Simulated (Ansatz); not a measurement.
**Profile along the Cu–Cu line in Cu (fcc, Cu type)**

Cu (fcc, Cu type)

```cif
data_Cu
_chemical_formula_sum 'Cu1'
_space_group_name_H-M_alt 'P 1'
_space_group_IT_number 1
_cell_length_a 2.56658
_cell_length_b 2.56658
_cell_length_c 2.56658
_cell_angle_alpha 60.000
_cell_angle_beta 60.000
_cell_angle_gamma 60.000
loop_
_space_group_symop_operation_xyz
  'x, y, z'
loop_
_atom_site_label
_atom_site_type_symbol
_atom_site_fract_x
_atom_site_fract_y
_atom_site_fract_z
_atom_site_occupancy
Cu1 Cu 0.00000 0.00000 0.00000 1
```

Fields along a shortest Cu–Cu line of a {100} plane (2.57 Å), from Cu to Cu, interpolated on the slice's grid (step about 0.1 Å). Computed with PBE (plane waves to 420 eV, PAW, scalar-relativistic; Ansatz, a first-principles code). k mesh 22×22×22. Near the nuclei the fields are pseudised (PAW); where an atom keeps semicore shells as valence, they peak there. Cu is run without spin polarisation. Cu was relaxed with its symmetry unable to fall.

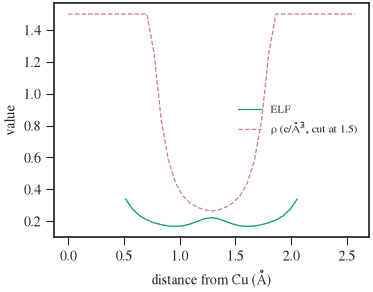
ELF (away from the nuclei) and valence density from Cu to Cu.

Density on the Cu–Cu line (2.57 Å) at its midpoint: 0.26 e/Å³. ELF at that point: 0.22.
